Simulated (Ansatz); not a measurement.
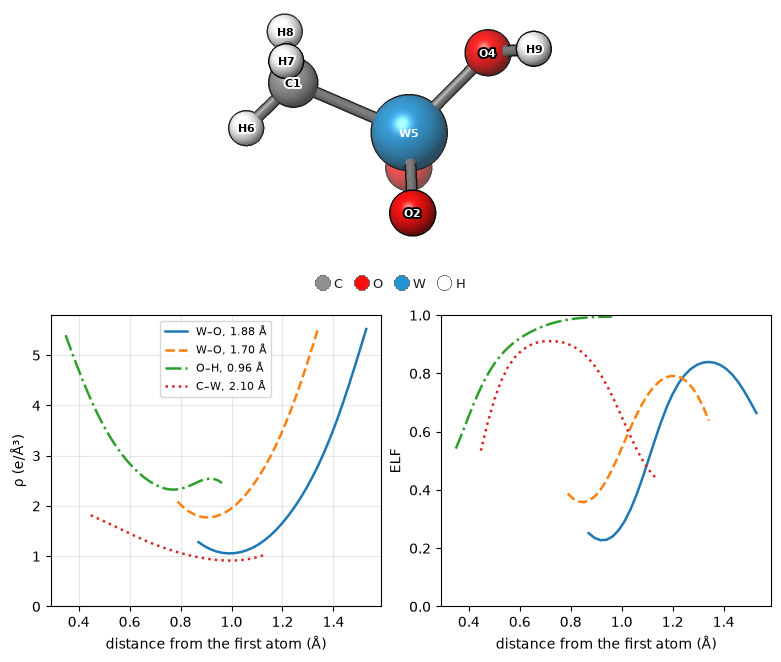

Figure. CH$_{4}$O$_{3}$W. Electron density and ELF along straight lines between neighbouring atoms. The curves leave out the atomic cores. The structure is drawn too.

Geometry: PBE0-D4/def2-SVP; core potentials replace the inner electrons of W.

All numbers below come from Ansatz 0.2.0, isolated molecule in a Gaussian basis; Kohn-Sham density functional theory, functional PBE0.

Input file:

```
crystal:
  periodic: [false, false, false]
  atoms:
    - {symbol: C, position_ang: [-0.918768, -0.850699, -0.553198]}
    - {symbol: O, position_ang: [1.429837, -0.789377, 1.359121]}
    - {symbol: O, position_ang: [1.826185, 0.240904, -1.185716]}
    - {symbol: O, position_ang: [0.237103, 1.916503, 0.722838]}
    - {symbol: W, position_ang: [0.762883, 0.204328, 0.146246]}
    - {symbol: H, position_ang: [-0.626357, -1.846067, -0.922109]}
    - {symbol: H, position_ang: [-1.649606, -0.978909, 0.262305]}
    - {symbol: H, position_ang: [-1.388245, -0.294053, -1.381122]}
    - {symbol: H, position_ang: [0.326969, 2.397379, 1.551635]}
basis:
  gaussian:
    orbitals: def2-TZVPD
magnetization:
  spin_polarized: false
hamiltonian:
  xc: {name: PBE0}
output: {forces: true, orbitals: {seedname: orbitals}}
```

Run with:

```sh
ansatz run input.yaml --threads 2 --pin off --max-ram 5220MiB --events-out events.jsonl --progress --plain --runs-dir runs
```

### Compare the contacts.

W–O (1.88 Å): ρ at the midpoint is about 1.1 e/Å³; the ELF peaks at about 0.85 in the valence shell of O, 0.5 Å from its nucleus, and drops to about 0.25 between the two atoms.
W–O (1.70 Å): the density is about 1.8 e/Å³ at the midpoint; the ELF peaks at about 0.80 in the valence shell of O, 0.5 Å from its nucleus, and drops to about 0.35 between the two atoms.
O–H (0.96 Å): ρ is about 3.8 e/Å³ halfway; the ELF climbs to about 1 towards the hydrogen, as it does in any bond to H: an ordinary covalent bond to hydrogen.
C–W (2.10 Å): the density is about 0.93 e/Å³ at the midpoint; the ELF peaks at about 0.90 in the valence shell of C, 0.7 Å from its nucleus, and is about 0.55 at the midpoint.
